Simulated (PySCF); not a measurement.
```xyz
19

C     4.4722   -0.1027   -1.6198
C     3.5819   -0.1319   -0.8095
P     2.3620   -0.1896    0.4656
C     0.9670   -0.0049   -0.4551
Si   -0.7577    0.0226    0.3151
C    -2.0484    0.2472   -1.0672
C    -0.8634    1.4683    1.5555
C    -1.0564   -1.6227    1.2336
H     5.2232   -0.0732   -2.3553
H     1.0600    0.1021   -1.5283
H    -1.8931    1.1764   -1.6066
H    -2.0025   -0.5636   -1.7875
H    -3.0553    0.2684   -0.6622
H    -1.8180    1.4770    2.0725
H    -0.7513    2.4258    1.0556
H    -0.0813    1.3965    2.3054
H    -0.2813   -1.8028    1.9726
H    -2.0115   -1.6200    1.7498
H    -1.0560   -2.4636    0.5465
```

Geometry: GFN2-xTB.

Computed with PySCF, PBE0/pcSseg-1, SCF density, gas phase, non-relativistic.

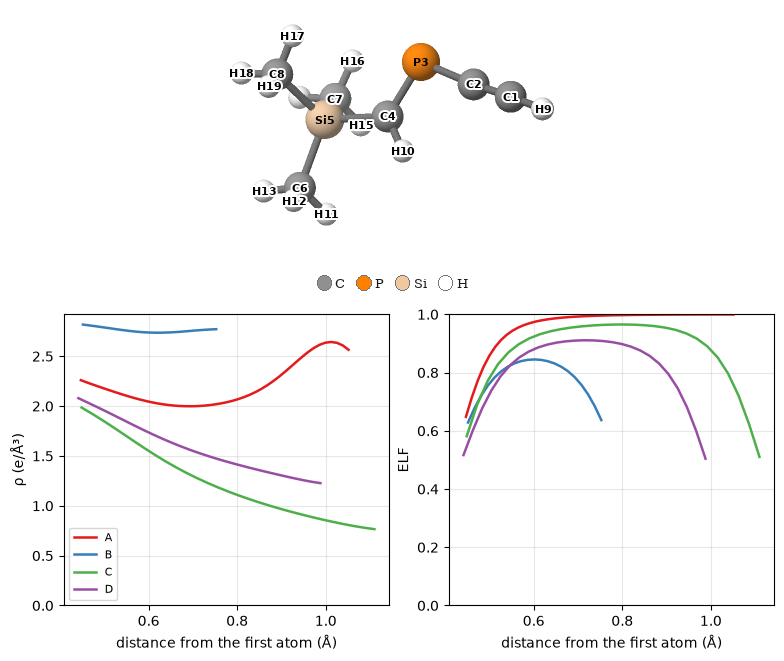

C$_{6}$H$_{11}$PSi. Electron density and ELF along straight lines between neighbouring atoms. The curves leave out the atomic cores. The structure is drawn too.

Q: Which curve belongs to which contact (C–C, C–H, C–P and C–Si)? The first atom named is at distance zero.

A: Curve A: C–H (1.05 Å): ρ at the midpoint is about 2.1 e/Å³; the ELF climbs to about 1 towards the hydrogen, as it does in any bond to H (an ordinary covalent bond to hydrogen). Curve B: C–C (1.20 Å): the density is about 2.7 e/Å³ at the midpoint; the ELF peaks at about 0.85 between the atoms (a short, multiple covalent bond). Curve C: C–Si (1.89 Å): the density is about 0.91 e/Å³ at the midpoint; the ELF peaks at about 0.95 between the atoms, as expected for a covalent bond. Curve D: C–P (1.68 Å): the density is about 1.4 e/Å³ at the midpoint; the ELF peaks at about 0.90 between the atoms (a covalent bond).
